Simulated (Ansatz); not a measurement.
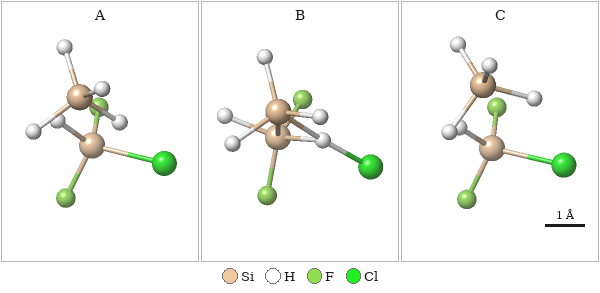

3 geometries from a converged minimum-energy path of Si2H5ClF2, made up at the start of Si2H4F2 and HCl, shuffled. The picture is a ball-and-stick view, seen from a free direction.

Theory: Ansatz, RKS PBE0-D4/6-31G*. Settings: 9 movable images; climbing image; force threshold 0.03 eV/Å; iteration limit 30; starting path through a guess of the saddle point.

Which of them lies highest in energy?

B. In order along the path, whose images run from 0 to 10: B (image 5, +166.0 kJ/mol), A (image 7, −94.0 kJ/mol), C (image 8, −108.1 kJ/mol). Breaking: Cl–H (1.28 → 3.78 Å), Si–Si (2.33 → 4.04 Å). Forming: Cl–Si (3.93 → 2.03 Å), H–Si (4.30 → 1.49 Å).

Limits of the set-up: the start holds two separate molecules, 3.0 Å apart at their closest, whose relative position is a soft coordinate.

Cost: 11 min on 2 threads of Intel(R) Xeon(R) Platinum 8175M CPU @ 2.50GHz (Skylake/Cascade Lake) (shared host), peak memory 0.28 GiB.
